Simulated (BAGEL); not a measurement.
# AlSbH3F (SMILES [F][AlH][SbH2]): a chain of runs

We compute a single-point energy (HF/ANO-RCC-VDZP), then a single-point energy (NEVPT2(2,2)/ANO-RCC-VDZP) of AlSbH3F. 

Program for the calculation: BAGEL 1.2.2.

1 further run of the same task is left out (set aside as unsound or not needed).

## Step 1: The structure to begin with

AlSbH3F has 6 atoms, charge 0, and is taken as a singlet. SMILES: `[F][AlH][SbH2]`. The Al2–H4 distance was set to 2.531 Å, away from the relaxed value. At this shape a bond of the SMILES string is far longer than usual.

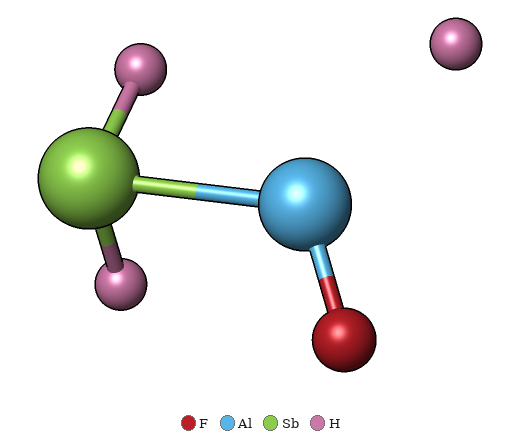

Viewed from a chosen angle; fluorine red, aluminium blue, antimony green, hydrogen pink.

## Step 2: A single-point energy at HF/ANO-RCC-VDZP (DKH2, density fitting with AutoAux) (run 1)

input.json

```json
{ "bagel" : [

{
  "title" : "molecule",
  "basis" : "ano-rcc-vdzp.json",
  "df_basis" : "ano-rcc-vdzp-autoaux.json",
  "angstrom" : "true",
  "dkh" : "true",
  "geometry" : [
    { "atom" : "F", "xyz" : [   -0.959387,   -1.175581,    2.079402 ] },
    { "atom" : "Al", "xyz" : [   -0.180887,   -0.582481,    0.747302 ] },
    { "atom" : "Sb", "xyz" : [    1.435113,    1.460519,    1.151902 ] },
    { "atom" : "H", "xyz" : [   -0.594800,   -1.800700,   -1.431700 ] },
    { "atom" : "H", "xyz" : [    0.997313,    2.048819,   -0.392798 ] },
    { "atom" : "H", "xyz" : [    0.120813,    2.269719,    1.885202 ] }
  ]
},
{ "title" : "hf" },
{ "title" : "print", "file" : "orbitals.molden", "orbitals" : "true" }

]}
```

The basis set ANO-RCC-VDZP is read from a file made from the Basis Set Exchange's data (not shown).

On the command line:

```bash
BAGEL_NUM_THREADS=1 BAGEL input.json > input.out
```

Output:

```text
* using 1 threads per process

  ===============================================================
  ===============================================================

  *** Geometry ***

  { "atom" : "F", "xyz" : [     -1.812979,     -2.221526,      3.929500 ] },
  { "atom" : "Al", "xyz" : [     -0.341827,     -1.100730,      1.412196 ] },
  { "atom" : "Sb", "xyz" : [      2.711971,      2.759981,      2.176779 ] },
  { "atom" : "H", "xyz" : [     -1.124009,     -3.402830,     -2.705521 ] },
  { "atom" : "H", "xyz" : [      1.884648,      3.871707,     -0.742281 ] },
  { "atom" : "H", "xyz" : [      0.228303,      4.289147,      3.562515 ] },

  Number of auxiliary basis functions:      995

  Since a DF basis is specified, we compute 2- and 3-index integrals:
    o Being stored without compression. Storage requirement is 0.064 GB

  Number of basis functions:       90
  Number of electrons      :       76

    * METHOD: MOLECULE                             2.01

  *** RHF ***

  === Nuclear Repulsion ===
   285.2648822069

      * DIIS with orbital gradients will be used.

  === RHF iteration (ano-rcc-vdzp.json) ===
      0      -6819.90649788          0.01828967           0.46
      1      -6820.01105764          0.01466580           0.45
      2      -6820.11941415          0.00119855           0.44
      3      -6820.12106301          0.00043693           0.46
      4      -6820.12128161          0.00010747           0.42
      5      -6820.12130502          0.00003156           0.42
      6      -6820.12130654          0.00001230           0.42
      7      -6820.12130683          0.00000373           0.45
      8      -6820.12130685          0.00000129           0.46
      9      -6820.12130686          0.00000059           0.48
     10      -6820.12130686          0.00000018           0.47
     11      -6820.12130686          0.00000008           0.46
     12      -6820.12130686          0.00000003           0.47
     13      -6820.12130686          0.00000001           0.46
     14      -6820.12130686          0.00000000           0.46
    * SCF iteration converged.

    * Permanent dipole moment:
           (   -0.778512,    -1.013376,    -0.244938) a.u.

    * METHOD: HF                                   8.53

    * METHOD: PRINT                                0.02

  ===============================================================
```

Wall time 11 s (1 thread of Arm Neoverse V1, shared host); peak memory 0.26 GiB.

## Step 3: A single-point energy at NEVPT2(2,2)/ANO-RCC-VDZP (DKH2, density fitting with AutoAux) (run 2)

job.json

```json
{ "bagel": [

{
  "title": "molecule",
  "basis": "ano-rcc-vdzp.json",
  "df_basis": "ano-rcc-vdzp-autoaux.json",
  "angstrom": true,
  "dkh": true,
  "geometry": [
    { "atom": "F", "xyz": [      -0.959387,      -1.175581,       2.079402 ] },
    { "atom": "Al", "xyz": [      -0.180887,      -0.582481,       0.747302 ] },
    { "atom": "Sb", "xyz": [       1.435113,       1.460519,       1.151902 ] },
    { "atom": "H", "xyz": [      -0.594800,      -1.800700,      -1.431700 ] },
    { "atom": "H", "xyz": [       0.997313,       2.048819,      -0.392798 ] },
    { "atom": "H", "xyz": [       0.120813,       2.269719,       1.885202 ] }
  ]
},

{
  "title": "hf"
},

{
  "title": "nevpt2",
  "nstate": 1,
  "nact": 2,
  "nclosed": 37,
  "active": [38, 39],
  "maxiter": 200,
  "natocc": true,
  "ncore": 24
},

{
  "title": "print",
  "file": "orbitals.molden",
  "orbitals": true
}

]}
```

The basis set ANO-RCC-VDZP is read from a file made from the Basis Set Exchange's data (not shown).

On the command line:

```bash
BAGEL_NUM_THREADS=1 BAGEL job.json > job.out
```

Output:

```text
* using 1 threads per process

  ===============================================================
  ===============================================================

  *** Geometry ***

  { "atom" : "F", "xyz" : [     -1.812979,     -2.221526,      3.929500 ] },
  { "atom" : "Al", "xyz" : [     -0.341827,     -1.100730,      1.412196 ] },
  { "atom" : "Sb", "xyz" : [      2.711971,      2.759981,      2.176779 ] },
  { "atom" : "H", "xyz" : [     -1.124009,     -3.402830,     -2.705521 ] },
  { "atom" : "H", "xyz" : [      1.884648,      3.871707,     -0.742281 ] },
  { "atom" : "H", "xyz" : [      0.228303,      4.289147,      3.562515 ] },

  Number of auxiliary basis functions:      995

  Since a DF basis is specified, we compute 2- and 3-index integrals:
    o Being stored without compression. Storage requirement is 0.064 GB

[... 18 lines left out ...]
    * SCF iteration converged.
[... 1 line left out ...]
    * Permanent dipole moment:
[... 22 lines left out ...]
      0  0     -6820.12882380     1.13e-03      0.15

      1  0     -6820.15187015     1.90e-03      1.88
[... 21 lines of this table left out ...]
     12  0     -6820.15713247     7.13e-09      1.86

    * Second-order optimization converged. *

     guess   0:   closed 1.                   open ..

  === FCI iteration ===

      0  0     -6820.11859926     6.74e-02      0.00
      1  0     -6820.15703551     3.02e-03      0.00
      2  0 *   -6820.15713247     5.77e-16      0.00

     * ci vector, state   0, <S^2> = 0.0000
       2.     0.9614069864
       .2    -0.2751301628

  === DF-NEVPT2 calculation ===

    * 3-index integral transformation done
    * assembly done

      NEVPT2 correlation energy:   -0.8753046480      0.20

          (+0)     -0.6619714888
          (+0)'    -0.1895856454
          (+1)     -0.0087451824
          (+1)'    -0.0003584633
          (+2)     -0.0002082010
          (-1)     -0.0099710899
          (-1)'    -0.0001735006
          (-2)     -0.0042910767

      NEVPT2 total energy:       -6821.0324371212

    * METHOD: NEVPT2                              27.35

    * METHOD: PRINT                                0.02

  ===============================================================
```

Wall time 38 s (1 thread of Arm Neoverse V1, shared host); peak memory 0.29 GiB.

## Step 4: Results

| quantity | value |
| --- | --- |
| run 1, HF/ANO-RCC-VDZP: total energy | -6820.12131 Eh |
| run 1, HF/ANO-RCC-VDZP: dipole moment | 3.31 D |
| run 1, HF/ANO-RCC-VDZP: HOMO energy | -9.05 eV |
| run 1, HF/ANO-RCC-VDZP: LUMO energy | 0.34 eV |
| run 1, HF/ANO-RCC-VDZP: HOMO–LUMO gap | 9.39 eV |
| run 2, NEVPT2(2,2)/ANO-RCC-VDZP: total energy | -6821.03244 Eh |
